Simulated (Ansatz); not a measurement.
Consider Zn2SbO4.

Input

```
crystal:
  lattice:
    - [5.1205979681, 0.0, 0.0]
    - [0.0, 3.4833469459, 0.0]
    - [-2.1689567191, 0.0, 5.1245903713]
  atoms:
    - { symbol: Zn, position: [0.915461454, 0.0, 0.9088587357] }
    - { symbol: Zn, position: [0.61734316, 0.5, 0.1496421976] }
    - { symbol: Sb, position: [0.2234756219, 0.5, 0.5319488298] }
    - { symbol: O, position: [0.1780055957, 0.0, 0.7219511549] }
    - { symbol: O, position: [0.6390151552, 0.5, 0.763055824] }
    - { symbol: O, position: [0.8259840347, 0.0, 0.2211818209] }
    - { symbol: O, position: [0.2607139386, 0.5, 0.1933604173] }
basis:
  ecutwfc: 420
kpoints:
  mp_grid: { grid: [8, 10, 6] }
hamiltonian:
  xc: pbe
scf:
  occupations: { method: gaussian, width: 0.1 }
output:
  forces: true
  stress: true
  eigenvalues: true
  write_density: true
  write_potential: true
  elf: true
  volumetric_format: npy
relax:
  adjacent_minimum: "off"
  f_tol: 0.01
  max_steps: 80
  cell: { stress_tol: 0.05 }
```

Launched as:

```sh
ansatz run input.yaml --threads 1 --pin off --max-ram 2560MiB --backend cpu --events-out ev --progress --plain --runs-dir out
```

Below, planes, directions and counts refer to the conventional cell (a = 5.12 Å, b = 3.49 Å, c = 5.56 Å, α = 90.00°, β = 112.81°, γ = 90.00°).

The fields are those of the run's last geometry, not of the input's.

Space group Pm; a generated structure, not necessarily the stable one; computed without spin polarisation.

Computed with Ansatz 0.2.0, DFT PBE, scalar-relativistic, plane waves, PAW.

**What will maps of the valence pseudo-density and electron localisation function show?**

Zn–O (1.93 Å): ρ at the midpoint is about 0.65 e/Å³; the ELF peaks at about 0.85 in the valence shell of O, 0.6 Å from its nucleus, and is about 0.25 at the midpoint; no shared electron pair shows on this line.
Sb–O (1.97 Å): ρ at the midpoint is about 0.85 e/Å³; the ELF peaks at about 0.75 in the valence shell of O, 0.6 Å from its nucleus, and is about 0.30 at the midpoint.
Sb–O (2.01 Å): ρ is about 0.78 e/Å³ halfway; the ELF peaks at about 0.80 in the valence shell of O, 0.6 Å from its nucleus, and is about 0.30 at the midpoint.
Zn–O (2.20 Å): the density is about 0.37 e/Å³ at the midpoint; the ELF peaks at about 0.85 in the valence shell of O, 0.6 Å from its nucleus, and is about 0.20 at the midpoint: no localised pair shows between them.

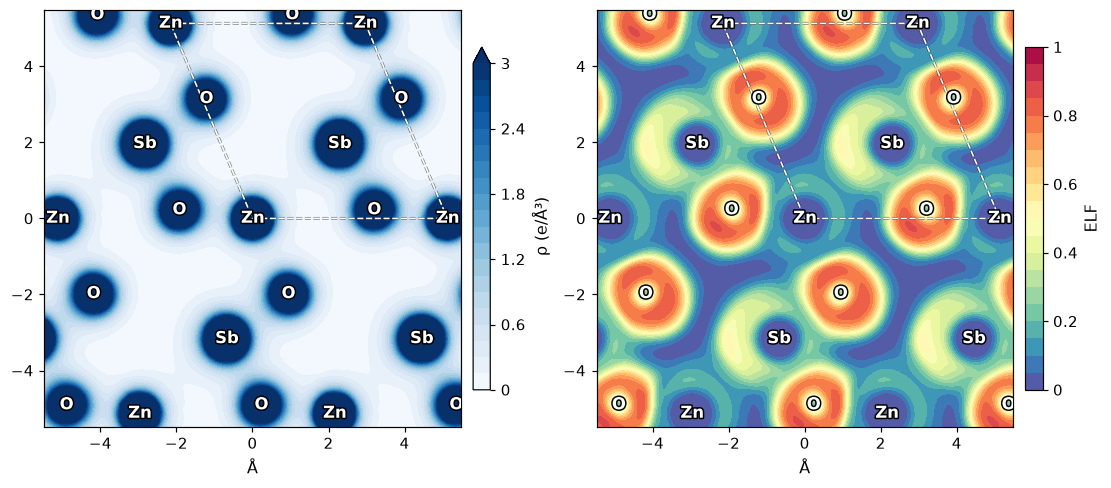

Computed valence pseudo-density and electron localisation function on the (010) plane of the conventional cell, in this order. 
